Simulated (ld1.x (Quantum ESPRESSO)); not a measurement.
# Pseudopotential generation for O (part 2 of 2)

The same run, continued: oxygen (O, Z = 8), core [He], reference valence 2s2 2p4, valence charge 6. Method: ultrasoft potential, BLYP, non-relativistic, made with ld1.x (Quantum ESPRESSO) 7.5.

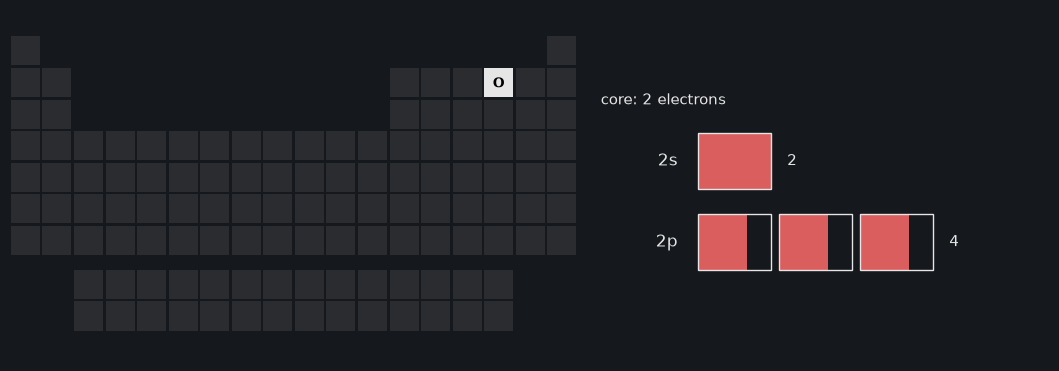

Left, the place of oxygen in the periodic table; right, the valence shells of the reference configuration: a box for each of the 2l + 1 orbitals, shaded by the share of the shell that is filled, with the electron count at the right.

Output of the test run (extracts), continued:
```
     ---------------------- Testing the pseudopotential ----------------------

     O

     atomic number is  8.00   valence charge is  6.00
     dft =BLYP   lsd =0 sic =0 latt =0  beta=0.20 tr2=1.0E-14
     mesh =1095 r(mesh) =  99.04343 xmin = -7.00 dx = 0.01250

     n l     nl             e AE (Ry)        e PS (Ry)    De AE-PS (Ry)
     1 0     2S   1( 2.00)       -5.83106       -5.82852       -0.00254
     2 1     2P   1( 1.00)       -4.78140       -4.78017       -0.00123

     eps = 1.8E-15  iter =  9

     Etot =    -142.404669 Ry,     -71.202334 Ha,   -1937.514222 eV
     Etotps =   -28.700200 Ry,     -14.350100 Ha,    -390.486112 eV
     dEtot_ae =       7.643359 Ry
     dEtot_ps =       7.642728 Ry,   Delta E=       0.000630 Ry

     Ekin =      11.415035 Ry,       5.707518 Ha,     155.309464 eV
     Encl =     -42.276778 Ry,     -21.138389 Ha,    -575.204870 eV
     Ehrt =       8.473552 Ry,       4.236776 Ha,     115.288543 eV
     Ecxc =      -8.191154 Ry,      -4.095577 Ha,    -111.446322 eV
     (Ecc =      -4.586264 Ry,      -2.293132 Ha,     -62.399297 eV)
     Epseu=       1.879145 Ry,       0.939573 Ha,      25.567074 eV

     ---------------------- End of pseudopotential test ----------------------

     ---------------------- Testing the pseudopotential ----------------------

     O

     atomic number is  8.00   valence charge is  6.00
     dft =BLYP   lsd =0 sic =0 latt =0  beta=0.20 tr2=1.0E-14
     mesh =1095 r(mesh) =  99.04343 xmin = -7.00 dx = 0.01250

     n l     nl             e AE (Ry)        e PS (Ry)    De AE-PS (Ry)
     1 0     2S   1( 0.00)       -1.81207       -1.81073       -0.00135
     2 1     2P   1( 6.00)       -0.72065       -0.72065       -0.00000

     eps = 1.1E-15  iter = 14

     Etot =    -147.872258 Ry,     -73.936129 Ha,   -2011.904569 eV
     Etotps =   -34.168452 Ry,     -17.084226 Ha,    -464.885476 eV
     dEtot_ae =       2.175769 Ry
     dEtot_ps =       2.174476 Ry,   Delta E=       0.001293 Ry

     Ekin =      24.395741 Ry,      12.197871 Ha,     331.920968 eV
     Encl =     -72.954753 Ry,     -36.477377 Ha,    -992.599987 eV
     Ehrt =      26.910162 Ry,      13.455081 Ha,     366.131402 eV
     Ecxc =     -11.463209 Ry,      -5.731604 Ha,    -155.964902 eV
     (Ecc =      -4.586264 Ry,      -2.293132 Ha,     -62.399297 eV)
     Epseu=      -1.056393 Ry,      -0.528196 Ha,     -14.372957 eV

     ---------------------- End of pseudopotential test ----------------------

     ---------------------- Testing the pseudopotential ----------------------

     O

     atomic number is  8.00   valence charge is  6.00
     dft =BLYP   lsd =0 sic =0 latt =0  beta=0.20 tr2=1.0E-14
     mesh =1095 r(mesh) =  99.04343 xmin = -7.00 dx = 0.01250

     n l     nl             e AE (Ry)        e PS (Ry)    De AE-PS (Ry)
     1 0     2S   1( 2.00)       -2.29369       -2.29368       -0.00002
     2 1     2P   1( 3.50)       -1.19667       -1.19667       -0.00000

     eps = 5.7E-15  iter = 10

     Etot =    -149.585959 Ry,     -74.792979 Ha,   -2035.220649 eV
     Etotps =   -35.880860 Ry,     -17.940430 Ha,    -488.183969 eV
     dEtot_ae =       0.462069 Ry
     dEtot_ps =       0.462068 Ry,   Delta E=       0.000000 Ry

     Ekin =      19.295878 Ry,       9.647939 Ha,     262.533800 eV
     Encl =     -69.210765 Ry,     -34.605382 Ha,    -941.660425 eV
     Ehrt =      24.100318 Ry,      12.050159 Ha,     327.901529 eV
     Ecxc =     -11.078999 Ry,      -5.539500 Ha,    -150.737461 eV
     (Ecc =      -4.586264 Ry,      -2.293132 Ha,     -62.399297 eV)
     Epseu=       1.012708 Ry,       0.506354 Ha,      13.778588 eV

     ---------------------- End of pseudopotential test ----------------------

     ---------------------- Testing the pseudopotential ----------------------

     O

     atomic number is  8.00   valence charge is  6.00
     dft =BLYP   lsd =0 sic =0 latt =0  beta=0.20 tr2=1.0E-14
     mesh =1095 r(mesh) =  99.04343 xmin = -7.00 dx = 0.01250

     n l     nl             e AE (Ry)        e PS (Ry)    De AE-PS (Ry)
     1 0     2S   1( 1.00)       -2.91090       -2.90994       -0.00096
     2 1     2P   1( 4.00)       -1.80438       -1.80414       -0.00024

     eps = 5.7E-16  iter =  9

     Etot =    -147.734995 Ry,     -73.867497 Ha,   -2010.037002 eV
     Etotps =   -34.030301 Ry,     -17.015151 Ha,    -463.005838 eV
     dEtot_ae =       2.313032 Ry
     dEtot_ps =       2.312627 Ry,   Delta E=       0.000406 Ry

     Ekin =      20.755941 Ry,      10.377970 Ha,     282.398957 eV
     Encl =     -65.032920 Ry,     -32.516460 Ha,    -884.817953 eV
     Ehrt =      20.741712 Ry,      10.370856 Ha,     282.205368 eV
     Ecxc =     -10.606742 Ry,      -5.303371 Ha,    -144.312075 eV
     (Ecc =      -4.586264 Ry,      -2.293132 Ha,     -62.399297 eV)
     Epseu=       0.111708 Ry,       0.055854 Ha,       1.519865 eV

     ---------------------- End of pseudopotential test ----------------------

     ---------------------- Testing the pseudopotential ----------------------

     O

     atomic number is  8.00   valence charge is  6.00
     dft =BLYP   lsd =0 sic =0 latt =0  beta=0.20 tr2=1.0E-14
     mesh =1095 r(mesh) =  99.04343 xmin = -7.00 dx = 0.01250

     n l     nl             e AE (Ry)        e PS (Ry)    De AE-PS (Ry)
     1 0     2S   1( 1.00)       -1.78098       -1.78037       -0.00061
     2 1     2P   1( 5.00)       -0.69312       -0.69313        0.00002

     eps = 5.9E-16  iter = 17

     Etot =    -148.961911 Ry,     -74.480956 Ha,   -2026.730050 eV
     Etotps =   -35.257121 Ry,     -17.628560 Ha,    -479.697564 eV
     dEtot_ae =       1.086116 Ry
     dEtot_ps =       1.085808 Ry,   Delta E=       0.000309 Ry

     Ekin =      22.185495 Ry,      11.092747 Ha,     301.849035 eV
     Encl =     -72.985567 Ry,     -36.492783 Ha,    -993.019224 eV
     Ehrt =      27.100280 Ry,      13.550140 Ha,     368.718096 eV
     Ecxc =     -11.478087 Ry,      -5.739044 Ha,    -156.167334 eV
     (Ecc =      -4.586264 Ry,      -2.293132 Ha,     -62.399297 eV)
     Epseu=      -0.079242 Ry,      -0.039621 Ha,      -1.078137 eV

     ---------------------- End of pseudopotential test ----------------------
```

Key numbers:

- outcome: generated
- cutoffs needed: 70 Ry and 110 Ry (the cutoffs, on a coarse ladder, from which the occupation-weighted sum of valence levels, in a spherical-Bessel basis at the reference potential, stays within 10 and 1 mRy of its value at 400 Ry); ghost states and empty shells don't enter this sum
- ghost test: no ghost state below the valence levels in the s, p, d, f channels (spherical-Bessel basis up to 400 Ry, 20 bohr box)
- largest excitation error: +18 meV (all-electron minus pseudo) for 2s0 2p6, out of 7 test configurations
- lowest eigenvalue of the overlap operator S in a Bessel basis (separate test): 0.56 (s channel)
- range over which the phases arctan(r u′/u) at the test radius agree within 0.05 rad (a looser test near the poles than one of phase shifts): s: over the whole range computed; p: over the whole range computed; d: over the whole range computed
- hardware: 1 CPU thread, shared host
- wall time: 0.67 s
